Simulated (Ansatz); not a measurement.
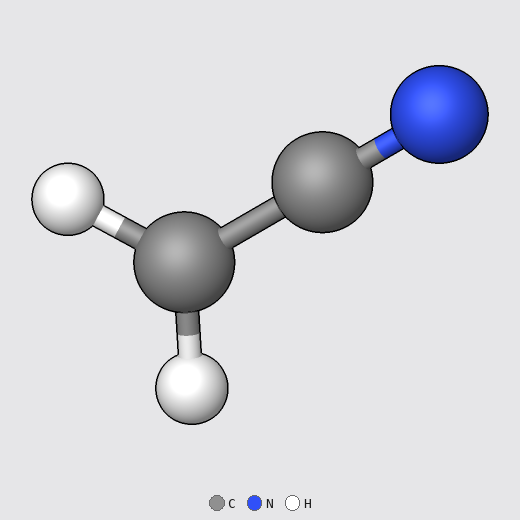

A ball-and-stick model of a molecule. Every bond is drawn as one stick, whatever its order.

Charge 0, doublet. The geometry was computed by an optimisation with PBE0-D4/def2-TZVP.

Identify the structure.

Formula C2H2N. This geometry has C2v symmetry. It is an open-shell species. All atoms lie on one plane. Coordination: 1 C trigonal planar; 1 C linear.

More results for the same structure follow; atom numbers are the same in all pictures, views and colours differ.

## Dipole moment

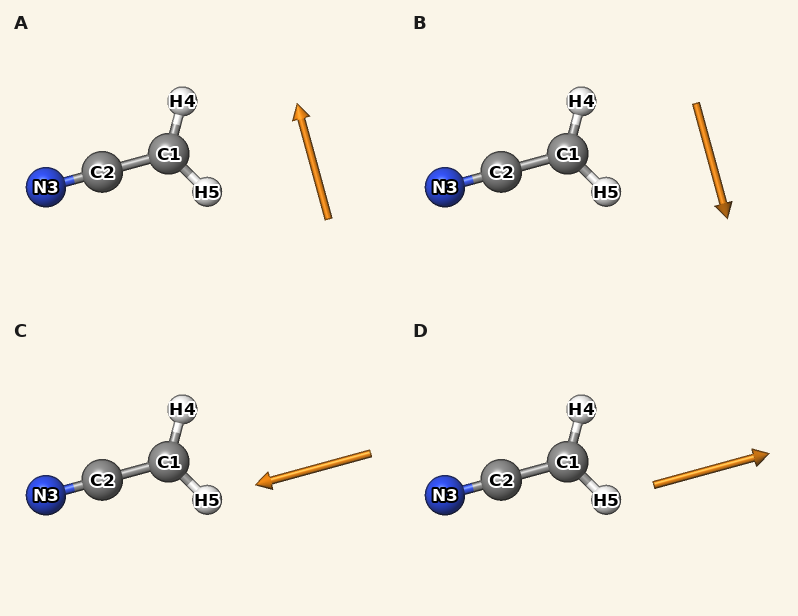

The same molecule four times, each with an arrow. Method: UKS PBE0-D4/def2-TZVP (Ansatz 0.2.0).

**Which arrow points along the dipole moment, from the negative to the positive end?**

D. The dipole moment is 3.50 D; it points from the side of N3 to the side of H4, H5 (the outermost atoms at the two ends).

## Charges

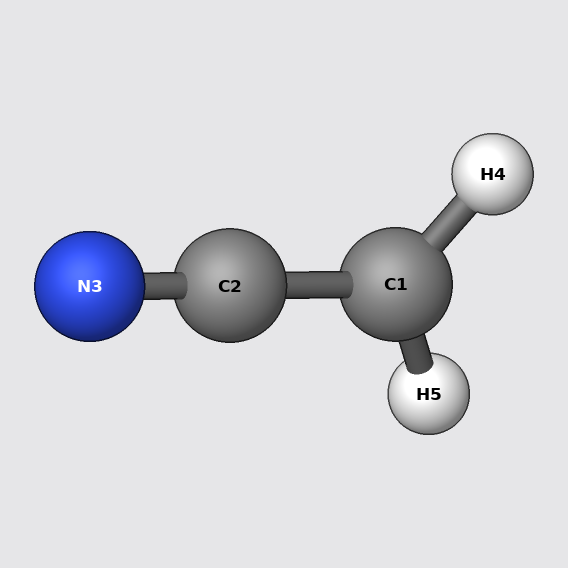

The questions are on Mulliken charges. Properties computed with UKS PBE0-D4/def2-TZVP (Ansatz 0.2.0).

**Which atom carries the highest charge (most positive or least negative)?**

H4, H5 (0.18 e).

**And the lowest?**

C2 (−0.19 e).

List the Mulliken charges.

```json
{"atom": "C1", "value (e)": "−0.14"}
{"atom": "C2", "value (e)": "−0.19"}
{"atom": "N3", "value (e)": "−0.03"}
{"atom": "H4", "value (e)": "0.18"}
{"atom": "H5", "value (e)": "0.18"}
```

## Vibrations

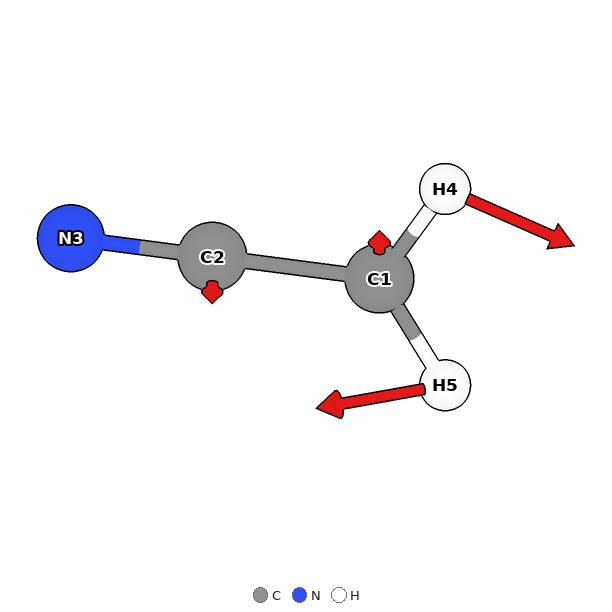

The arrows show one normal mode. Harmonic vibrations computed with UKS PBE0-D4/def2-TZVP (Ansatz 0.2.0) at a stationary point of the same level.

**What kind of motion is it?**

Mostly C–C–H bending.

**At what wavenumber does it lie?**

1028 cm⁻¹; it is mode 4 of 9 counted from the lowest.

## Thermal motion

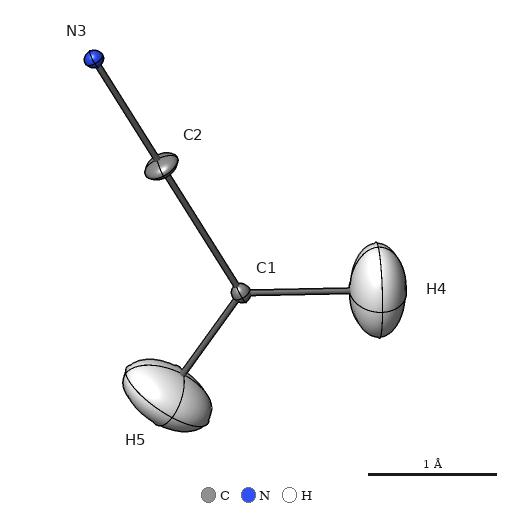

Displacement ellipsoids at the 50 % level, enlarged 2 times, from the internal vibrations of the free molecule (harmonic, no overall translation or rotation; no half-axis is drawn under 0.075 Å). Vibrations computed with UKS PBE0-D4/def2-TZVP (Ansatz 0.2.0). Temperature: 100 K.

List U_eq and the three principal root-mean-square amplitudes for each kind of atom.

```
  atom  U_eq (Å²)   rms amplitudes (Å)
    C1    0.00061  0.019, 0.026, 0.029
    C2     0.0016  0.023, 0.046, 0.047
    N3    0.00055  0.023, 0.023, 0.025
H4, H5     0.0109  0.072, 0.105, 0.128
```

Mulliken values depend strongly on the basis set and can even reverse the polarity of a bond.
